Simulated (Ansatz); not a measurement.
## H on Mg(0001), bridge start, 2x2 cell: work function, bands and core levels

Wanted: core-level shifts and unfolded surface bands for H on Mg(0001), bridge start, 2x2 cell.

Program: Ansatz 0.2.0. Level of theory: DFT, PBE, plane-wave PAW, default files, scalar-relativistic. Results are calculated unless marked as measured.

### 1. The starting structure

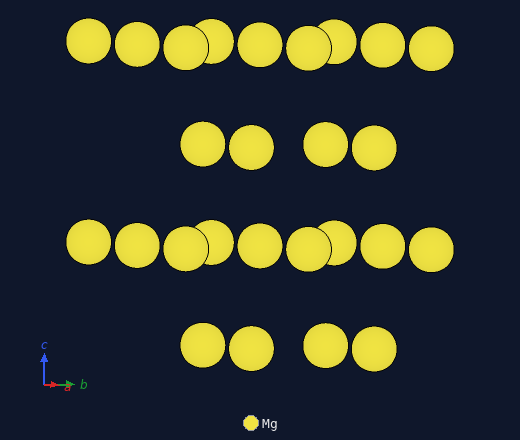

The cell as given, from the side, with the c axis up (magnesium yellow). 2×2×1 cells are drawn. Some periodic images of atoms are drawn too.

The cell holds 4 atoms: 4 Mg. Cell: a = 3.190 Å, b = 3.190 Å, c = 22.785 Å, α = 90.0°, β = 90.0°, γ = 60.0°. It derives from Mg. Vacuum lies along c.

### 2. The clean face

The clean face is the reference for what the added atoms change.

File input.yaml:

```yaml
crystal:
  lattice:
    - [3.19, 0.0, 0.0]
    - [1.595, 2.7626210381, 0.0]
    - [0.0, 0.0, 22.785]
  atoms:
    - { symbol: Mg, position: [0.0, 0.0, 0.670836076] }
    - { symbol: Mg, position: [0.666666667, 0.666666667, 0.556945359] }
    - { symbol: Mg, position: [0.0, 0.0, 0.443054641] }
    - { symbol: Mg, position: [0.666666667, 0.666666667, 0.329163924] }
kpoints:
  mp_grid: { grid: [18, 18, 1] }
scf:
  occupations: { method: fermi_dirac, width: 0.05 }
  n_extra_bands: 12
hamiltonian:
  xc: pbe
  pseudopotentials: { kind: paw }
output:
  forces: true
  write_potential: true
  volumetric_format: []
  dos:
    projected: true
    de: 0.05
    e_range: [-30, 12]
    method: { smearing: { sigma: 0.1, scheme: gaussian } }
efield:
  axis: 3
  dipole_correction: true
relax:
  f_tol: 0.03
  max_steps: 50
  constraints: [{ sites: [2, 3] }]
```

Run with:

```sh
$ ansatz run input.yaml --threads 8 --pin off --max-ram 20480MiB --backend cpu --events-out ev --progress --plain --runs-dir out
```

Numbers of over 12 decimals in the logs are rounded to 6 here.

The log of the run:

```text
scf.n_extra_bands = 12 over 20 filled bands (N_el = 40.0): the run solves 32 bands
Engine: ansatz 0.2.0, x86_64-unknown-linux-gnu
Pseudopotentials: kind: paw
Pseudopotential: Mg, paw, valence charge 10, recommended cutoff 420 eV (normal), Mg.paw.azcp
Functional definition: PBE
  parameter kappa = 0.804
  parameter beta = 0.066725
  exchange = pbe_x(kappa = kappa, mu = beta*pi^2/3)
  correlation = pbe_c(beta = beta)
Crystal: 4 atoms, lattice volume = 200.799 Å³
Basis set: ecut = 420 eV, 3977 PW (Γ), exchange–correlation on 48×48×320 points (8 copies of the dense FFT grid, shifted against one another)
Bands: 32, of which v1, the nominal top of the filled ones, is band 20 counted from 1 (19 counted from 0)
Symmetry: 6 space group operations
k-points: 37 of 324 (time reversal used)
Non-local potential: Mg, projectors of the file, l = 0: 3, l = 1: 2, l = 2: 1
PAW form: soft (Blöchl's): semilocal exchange-correlation on the pseudo side does not see the compensation charge
PAW one-centre angular grid: Mg, 110 points (default); XC on 64 Gauss nodes
Initial density: superposition of atomic densities (neutral atoms: chi_scale 0, normalization atom), corrected by the library's trained network
Initial wavefunctions: pseudopotential atomic-orbital guess
Functional: x = pbe(κ = 0.804, μ = 0.219515), c = pbe(β = 0.066725)
SCF iter   1: F=—  HF=-7694.609255 eV  |F-HF|=—  |Δ(HF+E_count)|=         —  Δρ=7.13e-4  dr2=4.73e-3  ethr=1.77e-3  p=0.000 e·Å  D=6.90e-14 V/Å  ΔV_dip=-0.00 eV  dr2_dipole=4.46e-8  V_vac-E_F(+/−)=3.83/3.83 eV  ⟨swp⟩=6.4  Hψ=6165  notcnv=0  defer=62
efield: sawtooth ramp at fractional position 0.9500 (placed from the atoms, in the widest stretch of the axis that holds none; the zero of the levels goes with the place), width 0.1000; the density the first Hamiltonian is built on has a dipole p = 0.000 e·Å; the dipole correction subtracts the counter field D = 6.90e-14 V/Å, which shifts the + side's vacuum level by -0.00 eV against the − side's; the planar-averaged density in the ramp window peaks in size at 5.0e-5 e/Å³
preconditioner: auto → LDOS  [metal: Δε(μ)=0.086 eV  Ē_g=7.186 eV  σ=0.050 eV  W_gap=0.35  n_scr=14 (ndim 8)  ℏωp=7.4 eV  f_vac=0.481  D(μ)=1.95/eV (n_scr^D=8)  β→1.0]
SCF iter   2: F=—  HF=-7694.609484 eV  |F-HF|=—  |Δ(HF+E_count)|=   2.28e-4  Δρ=2.75e-4  dr2=3.71e-4  ethr=1.18e-5  p=-0.000 e·Å  D=-3.93e-6 V/Å  ΔV_dip=0.00 eV  dr2_dipole=2.85e-8  V_vac-E_F(+/−)=3.79/3.79 eV  ⟨swp⟩=2.0  Hψ=1850  notcnv=0  defer=164
SCF iter   3: F=—  HF=-7694.609467 eV  |F-HF|=—  |Δ(HF+E_count)|=   1.61e-5  Δρ=1.05e-4  dr2=5.28e-5  ethr=9.26e-7  p=0.000 e·Å  D=2.18e-7 V/Å  ΔV_dip=-0.00 eV  dr2_dipole=3.44e-9  V_vac-E_F(+/−)=3.77/3.77 eV  ⟨swp⟩=3.0  Hψ=1891  notcnv=0  defer=164
iter 4 did not close the SCF: its close was put off for the readings that it lacked (scf_convergence_deferred on its scf_iter line)
SCF iter   4: F=-7694.609465 eV  HF=-7694.609464 eV  |F-HF|=4.17e-7  |Δ(HF+E_count)|=   3.18e-6  Δρ=1.62e-5  dr2=1.03e-6  ethr=1.32e-7  p=0.000 e·Å  D=8.18e-7 V/Å  ΔV_dip=-0.00 eV  dr2_dipole=2.40e-10  V_vac-E_F(+/−)=3.76/3.76 eV  ⟨swp⟩=3.0  Hψ=1864  notcnv=0  defer=164
iter 5 did not close the SCF: its close was put off for the readings that it lacked (scf_convergence_deferred on its scf_iter line)
SCF iter   5: F=-7694.609465 eV  HF=-7694.609465 eV  |F-HF|=2.46e-8  |Δ(HF+E_count)|=   7.02e-7  Δρ=4.33e-6  dr2=6.75e-8  ethr=2.57e-9  p=0.000 e·Å  D=1.79e-7 V/Å  ΔV_dip=-0.00 eV  dr2_dipole=3.47e-12  V_vac-E_F(+/−)=3.76/3.76 eV  ⟨swp⟩=2.1  Hψ=1616  notcnv=0  defer=164
SCF iter   6: F=-7694.609465 eV  HF=-7694.609465 eV  |F-HF|=2.17e-9  |Δ(HF+E_count)|=  2.56e-10  Δρ=1.92e-6  dr2=4.50e-9  ethr=1.69e-10  p=-0.000 e·Å  D=-4.77e-9 V/Å  ΔV_dip=0.00 eV  dr2_dipole=1.78e-12  V_vac-E_F(+/−)=3.76/3.76 eV  ⟨swp⟩=11.4  Hψ=7279  notcnv=0
SCF 1 converged in 6 iterations: F = -7694.609465 eV  dr2 = 4.50e-9
  greatest PAW one-centre occupation: 1.000 electrons in one spin orbital (limit 2), on the Mg atom at site 1 (counted from 0), in its partial waves of l = 0
relax step   1: F+E_penalty+E_count = -7694.60946500 eV  Δ(F+E_penalty+E_count) = +0.000e0 eV  max|allowed force component| = 4.974e-2 eV/Å  Δτ_max = 0.0000 Å  (6 SCF iters, dr2 threshold 2.25e-5 eV, accepted)
Initial density: handed on by an earlier stage of this run
Initial wavefunctions: those handed on with the density
iter 1 solved again at ethr=6.86e-6 eV; its pass at ethr=3.10e-3 eV (dr2=2.74e-3 eV) is discarded
SCF iter   1: F=—  HF=-7694.610401 eV  |F-HF|=—  |Δ(HF+E_count)|=         —  Δρ=2.56e-4  dr2=9.58e-4  ethr=6.86e-6  p=0.000 e·Å  D=2.41e-7 V/Å  ΔV_dip=-0.00 eV  dr2_dipole=1.75e-5  V_vac-E_F(+/−)=3.76/3.76 eV  ⟨swp⟩=2.4  Hψ=3967  notcnv=0  defer=173
efield: sawtooth ramp at fractional position 0.9500 (handed on by an earlier solve), width 0.1000; the density the first Hamiltonian is built on has a dipole p = 0.000 e·Å; the dipole correction subtracts the counter field D = 2.41e-7 V/Å, which shifts the + side's vacuum level by -0.00 eV against the − side's; the planar-averaged density in the ramp window peaks in size at 6.9e-6 e/Å³
preconditioner: auto → LDOS  [metal: Δε(μ)=0.022 eV  Ē_g=7.142 eV  σ=0.050 eV  W_gap=0.11  n_scr=14 (ndim 8)  ℏωp=7.4 eV  f_vac=0.478  D(μ)=2.05/eV (n_scr^D=8)  β→1.0]
SCF iter   2: F=—  HF=-7694.610331 eV  |F-HF|=—  |Δ(HF+E_count)|=   7.02e-5  Δρ=9.33e-5  dr2=1.14e-4  ethr=2.39e-6  p=-0.000 e·Å  D=-1.39e-4 V/Å  ΔV_dip=0.00 eV  dr2_dipole=2.04e-5  V_vac-E_F(+/−)=3.76/3.76 eV  ⟨swp⟩=1.8  Hψ=1146  notcnv=0  defer=173
SCF iter   3: F=—  HF=-7694.610330 eV  |F-HF|=—  |Δ(HF+E_count)|=   7.92e-7  Δρ=2.59e-5  dr2=5.73e-6  ethr=2.86e-7  p=0.000 e·Å  D=5.43e-5 V/Å  ΔV_dip=-0.00 eV  dr2_dipole=2.23e-8  V_vac-E_F(+/−)=3.76/3.76 eV  ⟨swp⟩=2.0  Hψ=1203  notcnv=0  defer=173
SCF iter   4: F=—  HF=-7694.610326 eV  |F-HF|=—  |Δ(HF+E_count)|=   4.62e-6  Δρ=5.63e-6  dr2=2.49e-7  ethr=1.43e-8  p=0.000 e·Å  D=1.01e-4 V/Å  ΔV_dip=-0.00 eV  dr2_dipole=2.32e-9  V_vac-E_F(+/−)=3.76/3.76 eV  ⟨swp⟩=2.0  Hψ=1154  notcnv=0  defer=173
SCF iter   5: F=-7694.610326 eV  HF=-7694.610326 eV  |F-HF|=3.85e-9  |Δ(HF+E_count)|=   4.16e-8  Δρ=1.44e-6  dr2=7.46e-9  ethr=2.50e-10  p=0.000 e·Å  D=1.30e-4 V/Å  ΔV_dip=-0.00 eV  dr2_dipole=9.58e-10  V_vac-E_F(+/−)=3.76/3.76 eV  ⟨swp⟩=13.9  Hψ=7284  notcnv=0
SCF 2 converged in 5 iterations: F = -7694.610326 eV  dr2 = 7.46e-9
  greatest PAW one-centre occupation: 1.000 electrons in one spin orbital (limit 2), on the Mg atom at site 2 (counted from 0), in its partial waves of l = 0
relax step   2: F+E_penalty+E_count = -7694.61032568 eV  Δ(F+E_penalty+E_count) = -8.607e-4 eV  max|allowed force component| = 1.373e-2 eV/Å  Δτ_max = 0.0300 Å  (5 SCF iters, accepted)
NSCF: frozen V_eff on 37 k-points
the band table was solved once a step of the walk had ended and its energy, with any forces and stress, was formed, with the checks that follow a solve (6766 applications of the Hamiltonian). They found nothing against the state; the energy, forces and stress were not computed again (output.eigenvalues in the input reference)
WARN: The output density's exchange-correlation potential varies sharply where the density is thin. Do not read a vacuum level from v_tot or v_xc, or from such a field of the output density. On a cell that repeats whose density bears no net charge and no dipole along the vacuum's axis use v_es (v_loc + v_h of the components); under efield.dipole_correction with no amplitude use v_es + v_field, which holds any externa [...]
SCF converged after 5 iterations
Free energy (F): -7694.610326 eV
Harris-Foulkes:  -7694.610326 eV  (|F-HF|=3.85e-9)
Internal energy: -7694.593863 eV  (E = F + TS)
E sigma→0 (E₀):  -7694.602094 eV
Entropy (-TS):   -0.016463 eV (-4.116 meV/atom)
Fermi energy:    0.592899 eV
Dipole field:    D = 0.000172 V/Å  (p = 0.000190 e·Å, saw-weighted, corrected)
Work function:   Φ+ = 3.7569 eV   Φ− = 3.7608 eV
Levels:          The Fermi level and band energies are counted from a zero that moves with the ramp; work functions are not
--- Per-component energies (eV) ---
  E_band       = -1631.482534
  E_kinetic    = 297.877345
  E_local      = -25631.497654  (includes V_loc(G=0)·N_el)
  E_nonlocal   = 383.031333
  E_hartree    = 11788.987781
  E_xc         = -112.358809
  E_vxc        = -144.879235  (∫ρ·V_xc dr)
  E_paw        = -1170.506755  (= ΣΔE_a)
  E_vpaw       = -113.982694  (= ΣTr[D̂ρ^β])
  E_aug_tail   = -0.000014  (compensation charges beyond the density's cutoff)
  E_efield     = 0.000000  (sawtooth field / dipole correction)
  E_vefield    = -0.000057  (∫n·V_field dr)
  E_ewald      = 6749.872910
  E_smearing   = -0.016463  (= −TS)
  E_closure    = -0.000000  (closes the sum)
  Σ components = -7694.610326   (vs F -7694.610326, Δ=0.00e0)
--- Forces (eV/Å), atoms counted from 1 ---
  atom   1  Mg     0.00000000    -0.00000000     0.01373064
  atom   2  Mg    -0.00000000     0.00000000    -0.01101544
  atom   3  Mg     0.00000000     0.00000000     0.04485264
  atom   4  Mg    -0.00000000     0.00000000    -0.04757124
  max |Σ_I F_I| component: 3.39e-6 eV/Å
--- Band table (eV; the first three rows and the last of 37) ---
  k-point 0: bands = [... 16 lower, -6.0067, -5.2160, -3.9274, -2.1723, -0.4125, 1.7848, 3.3578, 4.3668, ... 8 higher]
  k-point 1: bands = [... 16 lower, -5.9456, -5.1553, -3.8673, -2.1125, -0.3558, 1.8422, 3.4164, 4.4257, ... 8 higher]
  k-point 2: bands = [... 16 lower, -5.7626, -4.9735, -3.6872, -1.9334, -0.1855, 2.0136, 3.5914, 4.6018, ... 8 higher]
  k-point 36: bands = [... 16 lower, 0.2973, 0.3234, 0.3321, 1.0002, 1.0056, 1.0143, 2.1722, 2.8225, ... 8 higher]
--- Relaxed structure (2 steps of the walk, 2 accepted, 0 SCFs on fresh bases) ---
  F+E_penalty+E_count = -7694.61032568 eV   max|allowed force component| = 1.373e-2 eV/Å
  atoms:
    - { symbol: Mg, position: [0, 0, 0.672154] }
    - { symbol: Mg, position: [0.666667, 0.666667, 0.557087] }
    - { symbol: Mg, position: [0.0, 0.0, 0.443054641] }
    - { symbol: Mg, position: [0.666667, 0.666667, 0.329163924] }
```

Elapsed: 2.1 s, on 8 threads of Intel Xeon 6975P-C (Granite Rapids), shared host; peak memory 0.74 GiB.

Relaxation path:

| step | energy less that of the first step (eV) | largest force component (eV/Å) |
| --- | --- | --- |
| 1 | 0.0000 | 0.0497 |
| 2 | -0.0009 | 0.0137 |

Forces are held to the 6 operations that the run works with; a distortion that breaks them can't arise in this run.

The atoms that moved most (Å):

```
atom     dx     dy     dz  length
 Mg1  0.000  0.000  0.030   0.030
```

The relaxed structure:

```xyz
4
Lattice="3.1900 0.0000 0.0000 1.5950 2.7626 0.0000 0.0000 0.0000 22.7850" Properties=species:S:1:pos:R:3
Mg    0.0000    0.0000   15.3150
Mg    3.1900    1.8417   12.6932
Mg    0.0000    0.0000   10.0950
Mg    3.1900    1.8417    7.5000
```

This step gave:

| Item | Value |
| --- | --- |
| free energy | -7694.6103 eV |
| energy at zero smearing | -7694.6021 eV |
| smearing term TS | 0.01646 eV |
| Fermi energy | 0.5929 eV |
| symmetry operations | 6 |
| zero of energy | Fermi level |
| share of occupied states in no projected shell | 0.2667 of the occupied states in the window |
| DOS at the Fermi level | 2.031 states/eV/cell |
| work function, upper face | 3.757 eV |
| work function, lower face | 3.760 eV |

The planar mean, electrostatic potential oscillates, so the rows of the table below give means over windows of 2 Å about each position, cut where the curve ends. Its maxima inside the range that stand out by 2 % of the span (Å: eV): 8.8: 0.937, 11.4: 0.989, 14.0: 1.01. Its minima: 7.5: -11.8, 10.1: -11.8, 12.7: -11.8, 15.4: -11.8.

From the Fermi level. Table of planar mean, electrostatic potential by z; means over each step:

```
z (Å)  planar mean, electrostatic potential (eV)
    0                                       3.76
    2                                       3.76
    4                                       3.73
    6                                       1.49
    8                                      -4.91
   10                                      -5.51
   12                                      -4.18
   14                                      -2.04
   16                                      -3.85
   18                                       3.56
   20                                       3.76
   22                                       3.76
```

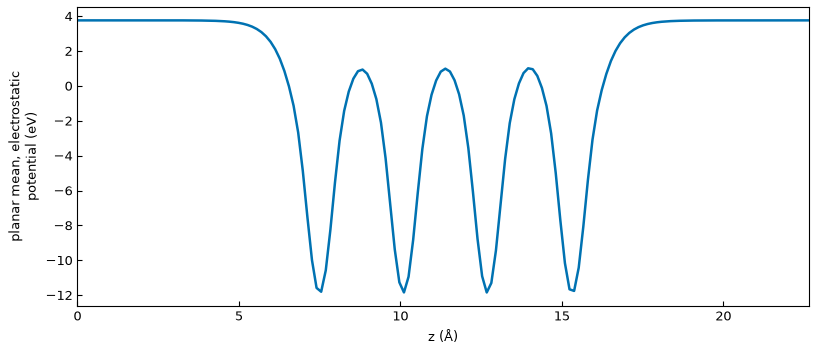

Planar mean, electrostatic potential, plotted against z.

The spectra weight each projected shell by its atomic cross section (Dirac–Hartree–Slater) and angular factor, for linear light with the analyser at 30° from the polarisation. Broadening, on top of any smearing of the DOS itself: a Gaussian of 0.15 eV and a Lorentzian of 0.1 eV plus 0.03 times the binding energy (full widths), Fermi edge at 20 K. Each atom is damped by exp[−depth/(λ cos θ)], θ = 0° from the normal, λ from the universal curve. Curves are cut 10 eV under the photon energy, above any shell that the free atom's threshold puts out of reach, or at the lower edge of the window: 8.3 eV at 21.2 eV, 8.3 eV at 150 eV, 8.3 eV at 900 eV, 8.3 eV at 1486.7 eV and 8.3 eV at 9251.7 eV. Dipole terms alone, which is rough above 3 keV; no background, satellites or final-state effects.

Share of each shell in the spectrum's area (%), by photon energy:

```
 shell  21.2 eV  150 eV  900 eV  1486.7 eV  9251.7 eV
 Mg 3s     95.6    87.2    97.1       98.3       99.8
Mg 3p*      4.4    12.8     2.9        1.7        0.2
```

Cross sections used, in Mb an electron:

```
 shell  21.2 eV  150 eV  900 eV  1486.7 eV  9251.7 eV
 Mg 3s     0.12   0.016  5.7e-4     1.8e-4     1.4e-6
Mg 3p*    0.039  0.0072  6.3e-5     1.3e-5     1.7e-8
```

At the Fermi level the DOS is 2.03 states/eV a cell.

[end of part 1 of 5]

[Logs are printed without paths, hosts, clocks, repeated set-up lines and the standing remarks that a program may print on its own settings, such as how far it seeks lower states.]

[Hosts, paths, dates, database ids (printed as entryN), source tags and the programs' standing remarks are cut or masked in the printed files.]

[Maps of the electrostatic potential energy from Ansatz leave out the sawtooth potential of an applied field or a dipole correction, so their vacuum need not be flat; work functions include it.]
